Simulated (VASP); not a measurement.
Band structure of Al₂O₃ (corundum). All values below come from PBE GGA, VASP's PBE PAW potentials (set 64) (plane waves; VASP).

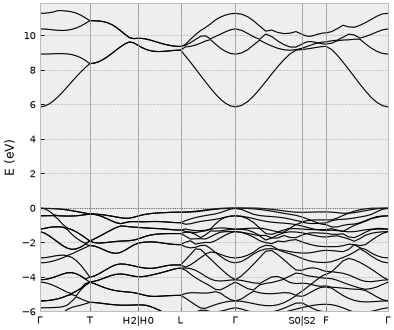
Fig. 1. Bands along high-symmetry lines, zero at the valence-band maximum or, without a gap, the Fermi level

Question: Read the plot: is there a gap, and where are the band edges?

Answer: The gap is direct, 5.86 eV, from the valence maximum at Γ to the conduction minimum at Γ. (Edges off the drawn lines would not show.)

The compound is Al2O3 in the corundum structure. It was relaxed first.
